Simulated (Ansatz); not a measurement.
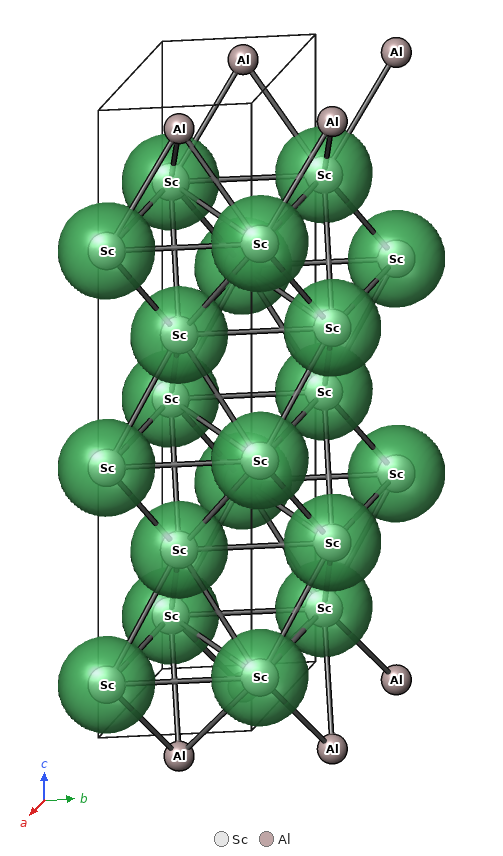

Figure 1: Sc$_{5}$Al. Isosurface of the valence charge density (pseudo) at 0.3 e/Å³ (green), seen at an oblique angle. Sticks mark near contacts.

Space group P-6m2; a structure generated by program, which may or may not match a known phase; spin-polarised.

Level of theory: Ansatz, DFT PBE, scalar-relativistic, plane waves, PAW.

The density is the valence pseudo-density of a PAW calculation; it isn't the true density close to the nuclei.

How is the density connected at this value?

Answer. At this value the density breaks into separate islands; it holds about 70 % of the electrons treated as valence (semicore included). It bridges none of the near contacts. It is pinched off along the sampled Sc–Al (3.02 Å) and Sc–Sc (3.23 Å) contacts. On the grid the lowest density along these lines, outside the cores, is 0.16 e/Å³ (Sc–Al, 3.02 Å) and 0.12 e/Å³ (Sc–Sc, 3.23 Å).
